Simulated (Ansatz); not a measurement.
Input

```
crystal:
  periodic: [false, false, false]
  atoms:
    - {symbol: B, position_ang: [-0.566296, 0.139217, -0.236032]}
    - {symbol: N, position_ang: [1.062164, -0.095931, -0.029741]}
    - {symbol: F, position_ang: [-0.892563, -0.660725, -1.317325]}
    - {symbol: F, position_ang: [-0.681199, 1.481684, -0.552531]}
    - {symbol: H, position_ang: [1.237224, -1.071073, 0.190191]}
    - {symbol: O, position_ang: [-1.081775, -0.257140, 1.017869]}
    - {symbol: H, position_ang: [1.391516, 0.478161, 0.739564]}
    - {symbol: H, position_ang: [1.565163, 0.153529, -0.874809]}
    - {symbol: H, position_ang: [-2.034133, -0.167721, 1.062913]}
basis:
  gaussian: {orbitals: def2-TZVPP}
hamiltonian: {xc: pbe0, dispersion: d4}
output: {orbitals: {seedname: orbitals}}
```

Run with:

```sh
ansatz run in.yaml --threads 4 --pin off --events-out ev --progress --plain --max-ram 9574MiB
```

The product side of a reaction path; geometry: PBE0-D4/def2-TZVP; a saddle point, not a minimum.

Method: Ansatz, RKS PBE0-D4/def2-TZVPP.

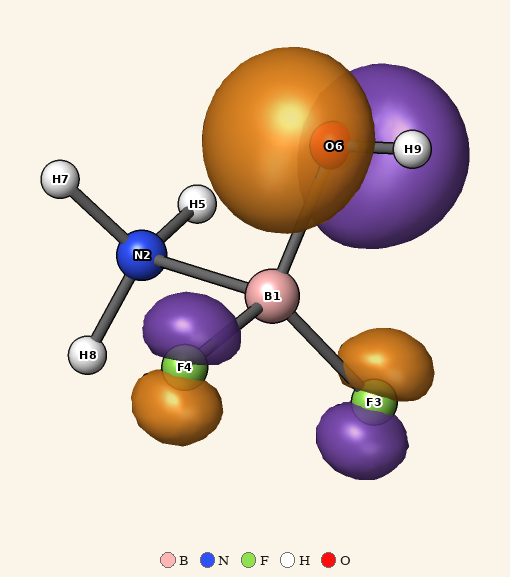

BF₂H₄NO. The HOMO at ±0.2 Å⁻³ᐟ² (orange and purple are the two phases), seen at an oblique angle.

Question: Where does this orbital lie, and at what energy?

Answer: By Hirshfeld shares it lies mainly on O6 (about 75 %), F3 (about 10 %) and F4 (about 10 %); largely a lone pair of O6. Its energy is −8.35 eV.
